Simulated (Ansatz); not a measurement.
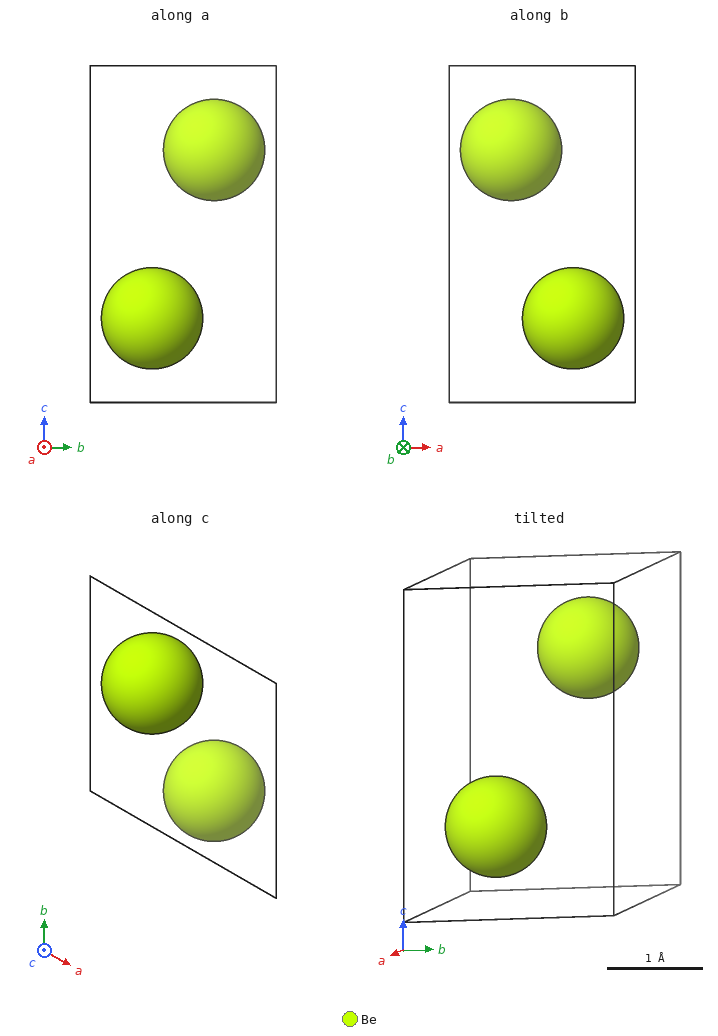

Structure drawing (spheres-only), viewed along the a axis, along the b axis, along the c axis and slightly off an axis. The parallelepiped is the conventional unit cell.

Lattice parameters: a = 2.2671 Å, b = 2.2671 Å, c = 3.5526 Å, α = 90.000°, β = 90.000°, γ = 120.000°.

> Put the structure into a CIF with its space group and independent sites.

```cif
data_structure
_symmetry_space_group_name_H-M 'P 63/m m c'
_symmetry_Int_Tables_number 194
_cell_length_a 2.2671
_cell_length_b 2.2671
_cell_length_c 3.5526
_cell_angle_alpha 90.000
_cell_angle_beta 90.000
_cell_angle_gamma 120.000
_cell_volume 15.81
loop_
_atom_site_label
_atom_site_type_symbol
_atom_site_symmetry_multiplicity
_atom_site_Wyckoff_symbol
_atom_site_fract_x
_atom_site_fract_y
_atom_site_fract_z
_atom_site_occupancy
Be1 Be 2 d 0.3333 0.6667 0.7500 1
```

The structure comes from the standard structure of this element. Earlier steps of the study may have refined or changed the cell and positions. Ansatz was used for an electronic-structure calculation on it.
